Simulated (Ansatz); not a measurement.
# Cl2FH4NSi: a reaction path by the nudged elastic band

Aim: the minimum-energy path between two given structures and its highest point. Both ends were relaxed at PBE0-D4 in triple zeta. A second band with other settings follows.

Computed with Ansatz 0.2.0, Gaussian basis. Level: PBE0-D4/def2-SVP.

22 further runs of the same task are left out: 22 set aside as unsound or not needed. Runs told in other sessions of the task aren't counted.

## 1. The system as given

The first end: 9 atoms, charge 0, spin multiplicity 1.

Atoms are counted from 1 here; the program's logs count them from 0.

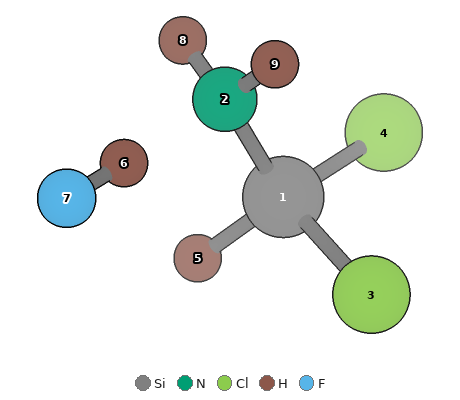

Start geometry, drawn with silicon grey, nitrogen teal, chlorine green, hydrogen brown, fluorine blue; atoms are numbered from 1 in the order of the file.

Geometry (Å):

```xyz
9

Si   -0.8128    0.4884   -0.4594
N     0.6505    0.2407    0.4228
Cl   -0.4498   -0.1186   -2.3616
Cl   -1.3978    2.4473   -0.4879
H    -1.8938   -0.2950    0.1545
H     0.8485   -1.4790    0.6196
F     0.9116   -2.4134    0.7639
H     0.6466    0.5703    1.3812
H     1.4971    0.5594   -0.0330
```

The second end:

```xyz
9
Cl2FH4NSi
Si   -0.87062   -0.23663   -0.26027
N     1.03523    0.19623    0.38859
Cl    0.04694   -0.54319   -2.12264
Cl   -1.30161    1.73341    0.32108
H    -2.23998   -0.57350   -0.70193
H     1.63725   -0.61017    0.25396
F    -0.74451   -1.37995    0.87479
H     1.01828    0.43423    1.37546
H     1.41902    0.97956   -0.12904
```

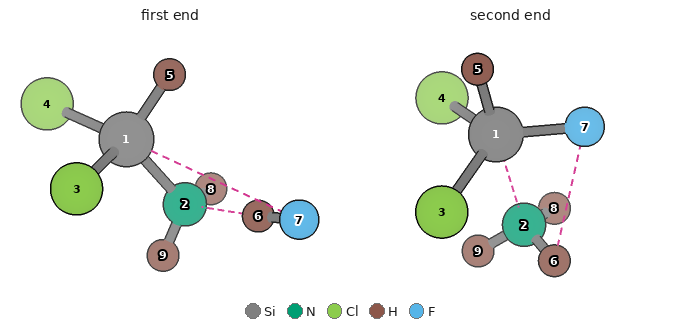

The two ends; dashed lines mark the contacts followed along the path.

## 2. The band at PBE0-D4/def2-SVP

neb/in.yaml reads:

```yaml
crystal:
  periodic: [false, false, false]
  atoms:
    - {symbol: Si, position_ang: [-0.812847, 0.488366, -0.459442]}
    - {symbol: N, position_ang: [0.650467, 0.240693, 0.422799]}
    - {symbol: Cl, position_ang: [-0.449811, -0.118614, -2.361616]}
    - {symbol: Cl, position_ang: [-1.397849, 2.447280, -0.487913]}
    - {symbol: H, position_ang: [-1.893798, -0.295023, 0.154505]}
    - {symbol: H, position_ang: [0.848494, -1.479041, 0.619596]}
    - {symbol: F, position_ang: [0.911650, -2.413419, 0.763914]}
    - {symbol: H, position_ang: [0.646638, 0.570325, 1.381201]}
    - {symbol: H, position_ang: [1.497056, 0.559432, -0.033045]}
basis:
  gaussian: {orbitals: def2-SVP}
hamiltonian: {xc: pbe0, dispersion: d4}
neb:
  images: 5
  climbing: true
  max_iterations: 40
  initial_path: idpp
  final_atoms:
    - {symbol: Si, position_ang: [-0.870620, -0.236633, -0.260266]}
    - {symbol: N, position_ang: [1.035225, 0.196232, 0.388585]}
    - {symbol: Cl, position_ang: [0.046939, -0.543188, -2.122640]}
    - {symbol: Cl, position_ang: [-1.301606, 1.733413, 0.321077]}
    - {symbol: H, position_ang: [-2.239979, -0.573500, -0.701929]}
    - {symbol: H, position_ang: [1.637253, -0.610169, 0.253958]}
    - {symbol: F, position_ang: [-0.744512, -1.379948, 0.874793]}
    - {symbol: H, position_ang: [1.018281, 0.434232, 1.375460]}
    - {symbol: H, position_ang: [1.419020, 0.979562, -0.129036]}
```

On the command line:

```sh
> ansatz run in.yaml --threads 8 --pin off --events-out ev --progress --plain --max-ram 19148MiB
```

Log (excerpt; [...] marks lines left out):

```text
Functional definition: PBE0
  name "PBE0"
  cite "Adamo & Barone, J. Chem. Phys. 110, 6158 (1999) doi:10.1063/1.478522"
  cite "Perdew, Burke & Ernzerhof, Phys. Rev. Lett. 77, 3865 (1996) doi:10.1103/PhysRevLett.77.3865"
  parent pbe
[...]
1031 factors; integrals over basis functions are off by at most 4.2e-4 eV
[...]
mean field -37169.28464244 eV, -1365.9460163637 hartree, gradient 1.4e-5 eV, S^2 0.000000; 0 other end points of the search recorded, 0 dependent functions left out
[...]
reference -37169.28466386 eV, -1365.9460171507 hartree; 34, 34 occupied and 68, 68 virtual orbitals, 1031 factors
[... from here to the last solve, the lines of the solves are left out (118 solves) ...]
WARN: NEB end point (image 0): max|allowed force component| = 3.175e-1 eV/Å (the criterion of neb.relax_end_points is 1.000e-2). That is over neb.f_tol: it is no minimum, so the barrier can be far off. Relax it first
WARN: NEB end point (image 6): max|allowed force component| = 6.554e-1 eV/Å (the criterion of neb.relax_end_points is 1.000e-2). That is over neb.f_tol: it is no minimum, so the barrier can be far off. Relax it first
NEB iter   1: max|band force component| = 4.850e0 eV/Å  barrier→ = 2.8484 eV  barrier← = 3.6127 eV  Δτ_max = 0.2000 Å  (185 SCF iters)
[...]
NEB iter   5: max|band force component| = 7.320e-1 eV/Å  barrier→ = 0.5552 eV  barrier← = 1.3194 eV  Δτ_max = 0.1272 Å  (141 SCF iters)
[...]
NEB iter   9: max|band force component| = 5.841e-1 eV/Å  barrier→ = 0.2073 eV  barrier← = 0.9715 eV  Δτ_max = 0.0649 Å  (140 SCF iters)
[...]
NEB iter  13: max|band force component| = 2.380e-1 eV/Å  barrier→ = 0.4122 eV  barrier← = 1.1764 eV  CI = image 2  Δτ_max = 0.0647 Å  (142 SCF iters)
[...]
NEB iter  16: max|band force component| = 4.903e-2 eV/Å  barrier→ = 0.4104 eV  barrier← = 1.1746 eV  CI = image 2  Δτ_max = 0.0288 Å  (125 SCF iters)
[...]
NEB iter  17: max|band force component| = 4.924e-2 eV/Å  barrier→ = 0.4088 eV  barrier← = 1.1730 eV  CI = image 2  CI's point: of a kind that is not told: the force calls were inconclusive, a negative curvature could not be distinguished from the path's own, the only one lies far off the [...]
Total energy: -37169.07263304 eV, -1365.9382251619 hartree
Atom 0 at    -0.726379    -0.030303    -0.289315 Å, force     0.017326     0.003383     0.017478 eV/Å
Atom 1 at     0.888346     0.326362     0.505609 Å, force     0.020919     0.054775     0.004385 eV/Å
Atom 2 at    -0.401498    -0.462866    -2.268933 Å, force    -0.016741     0.000782    -0.005910 eV/Å
Atom 3 at    -1.485421     1.933977    -0.379900 Å, force    -0.003069     0.005351    -0.020686 eV/Å
Atom 4 at    -1.809716    -0.676615     0.467003 Å, force     0.005793    -0.008518     0.002916 eV/Å
Atom 5 at     0.922766    -0.949839     0.521919 Å, force    -0.012940    -0.061234    -0.001362 eV/Å
Atom 6 at     0.249728    -1.806475     0.190859 Å, force    -0.002611    -0.007593    -0.007835 eV/Å
Atom 7 at     0.833337     0.854119     1.376892 Å, force    -0.004168     0.001332    -0.003364 eV/Å
Atom 8 at     1.528836     0.811639    -0.124135 Å, force    -0.004509     0.011722     0.014378 eV/Å
Dipole moment:     0.518828     0.271827     0.445579 e Å
```

Run time: 87 s. Hardware: 8 threads of Arm Neoverse V1, shared host.

The last band:

```
image  path (Å)  energy (kJ/mol)  Si1–F7 (Å)  N2–H6 (Å)  Si1–N2 (Å)  H6–F7 (Å)
    0      0.00              0.0        3.59       1.74        1.73       0.95
    1      0.86             -2.8        2.94       1.72        1.75       0.95
    2      1.70             39.4        2.08       1.28        1.83       1.14
    3      2.42            -33.9        1.71       1.03        1.95       1.87
    4      3.12            -49.9        1.67       1.02        2.01       2.18
    5      3.82            -66.6        1.65       1.02        2.07       2.31
    6      4.52            -73.7        1.62       1.02        2.06       2.58
```

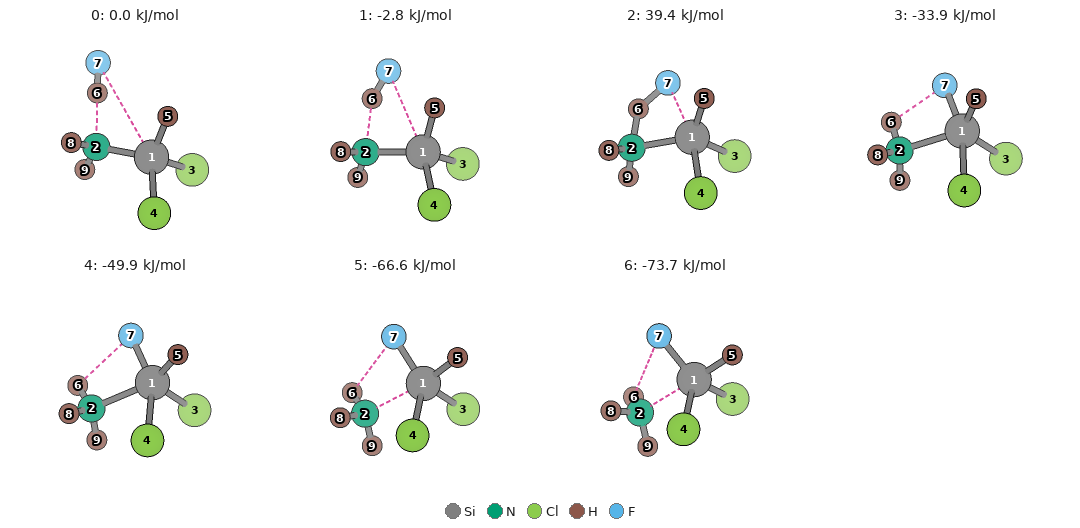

The images of the last band.

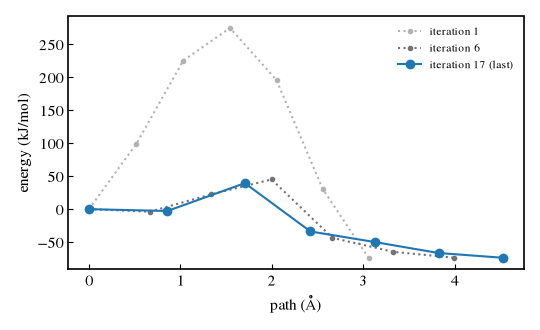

Energy along the path.

The highest image, 2:

```xyz
9
charge 0, multiplicity 1
Si   -0.72638   -0.03030   -0.28931
N     0.88835    0.32636    0.50561
Cl   -0.40150   -0.46287   -2.26893
Cl   -1.48542    1.93398   -0.37990
H    -1.80972   -0.67661    0.46700
H     0.92277   -0.94984    0.52192
F     0.24973   -1.80648    0.19086
H     0.83334    0.85412    1.37689
H     1.52884    0.81164   -0.12413
```

## 3. The band at revPBE-D4/def2-SVP, other settings

neb/in.yaml, as its differences from that of step 2:

```diff
@@ -14,6 +14,6 @@
   gaussian: {orbitals: def2-SVP}
-hamiltonian: {xc: pbe0, dispersion: d4}
+hamiltonian: {xc: {name: revPBE}, dispersion: d4}
 neb:
-  images: 5
-  climbing: true
+  images: 7
+  climbing: immediate
   max_iterations: 40
```

On the command line:

```sh
> ansatz run in.yaml --threads 8 --pin off --events-out ev --progress --plain --max-ram 19148MiB
```

Log (excerpt; [...] marks lines left out):

```text
Functional definition: revPBE
  name "revPBE"
  cite "Zhang & Yang, Phys. Rev. Lett. 80, 890 (1998) doi:10.1103/PhysRevLett.80.890"
[... 1 set-up line as earlier in the session ...]
[...]
1138 factors; their error is unknown
[...]
mean field -37177.14514994 eV, -1366.2348846864 hartree, gradient 5.4e-5 eV, S^2 0.000000; 0 other end points of the search recorded, 0 dependent functions left out
[...]
reference -37177.14518649 eV, -1366.2348860295 hartree; 34, 34 occupied and 68, 68 virtual orbitals, 1138 factors
[... from here to the last solve, the lines of the solves are left out (118 solves) ...]
WARN: NEB end point (image 0): max|allowed force component| = 7.042e-1 eV/Å (the criterion of neb.relax_end_points is 1.000e-2). That is over neb.f_tol: it is no minimum, so the barrier can be far off. Relax it first
WARN: NEB end point (image 8): max|allowed force component| = 1.172e0 eV/Å (the criterion of neb.relax_end_points is 1.000e-2). That is over neb.f_tol: it is no minimum, so the barrier can be far off. Relax it first
[...]
NEB iter  11: max|band force component| = 4.491e-2 eV/Å  barrier→ = 0.2723 eV  barrier← = 1.0568 eV  CI = image 4  CI's point: of a kind that is not told: the force calls were inconclusive, a negative curvature could not be distinguished from the path's own, the only one lies far off the [...]
Total energy: -37177.50894133 eV, -1366.2482537731 hartree
Atom 0 at    -0.744415    -0.048005    -0.266699 Å, force     0.010933    -0.017495     0.012428 eV/Å
Atom 1 at     0.914517     0.348143     0.474035 Å, force    -0.005144     0.024172    -0.010346 eV/Å
Atom 2 at    -0.492713    -0.507761    -2.270700 Å, force     0.002424    -0.006440    -0.008150 eV/Å
Atom 3 at    -1.529921     1.927370    -0.363916 Å, force    -0.005030     0.004388     0.002657 eV/Å
Atom 4 at    -1.796020    -0.701317     0.549504 Å, force     0.001336     0.003360    -0.000497 eV/Å
Atom 5 at     0.975933    -0.940506     0.495632 Å, force    -0.012097    -0.029820     0.000658 eV/Å
Atom 6 at     0.291906    -1.829083     0.209088 Å, force     0.003413     0.032597    -0.002088 eV/Å
Atom 7 at     0.867417     0.880597     1.353295 Å, force     0.001084    -0.007610     0.004501 eV/Å
Atom 8 at     1.513295     0.870560    -0.180241 Å, force     0.003082    -0.003152     0.000838 eV/Å
Dipole moment:     0.512923     0.278252     0.411338 e Å
```

Run time: 61 s. Hardware: 8 threads of Arm Neoverse V1, shared host.

The last band:

```
image  path (Å)  energy (kJ/mol)  Si1–F7 (Å)  N2–H6 (Å)  Si1–N2 (Å)  H6–F7 (Å)
    0      0.00              0.0        3.59       1.74        1.73       0.95
    1      0.43             -8.8        3.31       1.74        1.76       0.96
    2      0.87             -9.3        2.97       1.73        1.77       0.96
    3      1.30              4.8        2.53       1.56        1.80       1.00
    4      1.73             26.3        2.11       1.29        1.86       1.16
    5      2.44            -38.7        1.73       1.04        1.97       1.88
    6      3.16            -56.9        1.69       1.03        2.05       2.22
    7      3.87            -74.7        1.67       1.03        2.11       2.35
    8      4.59            -75.7        1.62       1.02        2.06       2.58
```

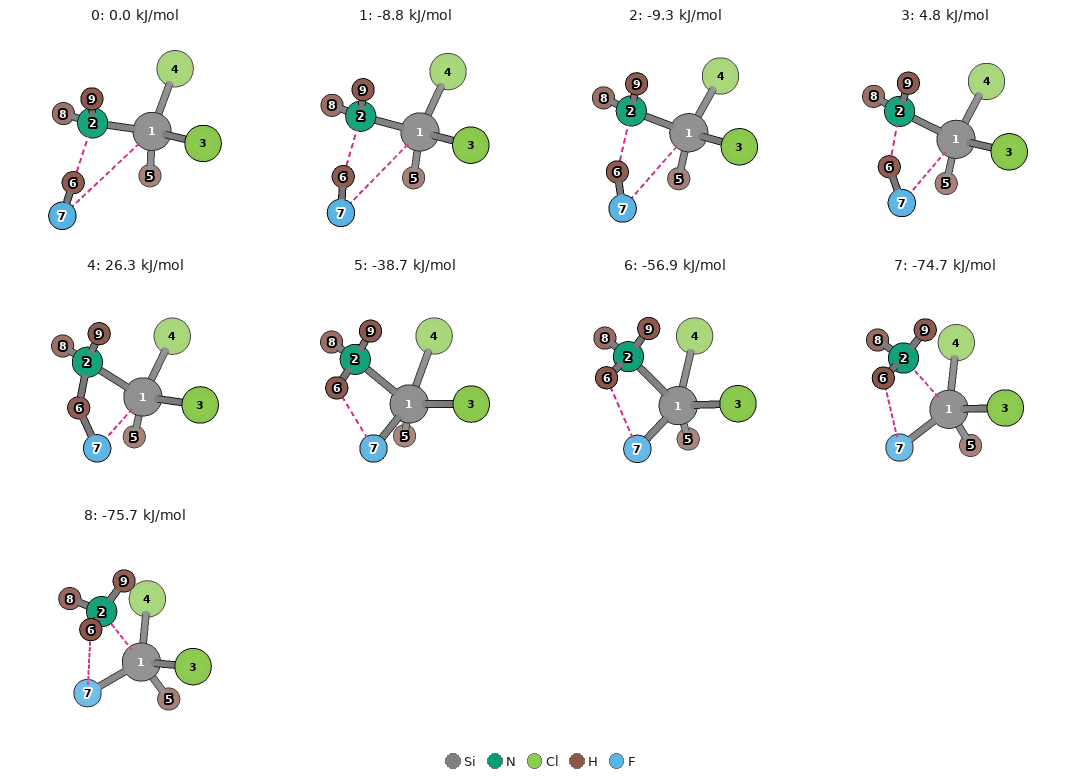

The images of the last band.

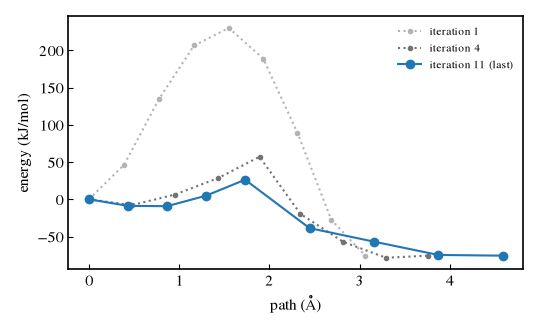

Energy along the path.

The highest image, 4:

```
Si   -0.7444   -0.0480   -0.2667
N     0.9145    0.3481    0.4740
Cl   -0.4927   -0.5078   -2.2707
Cl   -1.5299    1.9274   -0.3639
H    -1.7960   -0.7013    0.5495
H     0.9759   -0.9405    0.4956
F     0.2919   -1.8291    0.2091
H     0.8674    0.8806    1.3533
H     1.5133    0.8706   -0.1802
```

## 4. Outcome

| quantity | value |
| --- | --- |
| PBE0-D4/def2-SVP, 17 iterations | highest 39.4 kJ/mol (image 2), last end -73.7 kJ/mol |
| revPBE-D4/def2-SVP, 11 iterations | highest 26.3 kJ/mol (image 4), last end -75.7 kJ/mol |
| from earlier runs: barrier over the separately found saddle, CCSD(T)/def2-TZVPP | 73.9 kJ/mol |

The highest image lies 39.4 kJ/mol above the first end, and it climbed, so it estimates the saddle. The ends are not quite minima at this level (largest force component 0.66 eV/Å), so the heights are unreliable: relaxing the first end would lower it and raise the barrier above it. The highest image is 34.5 kJ/mol below the CCSD(T) barrier in triple zeta, which comes from separate runs on the saddle. The second band's highest image lies at 26.3 kJ/mol; the levels differ.
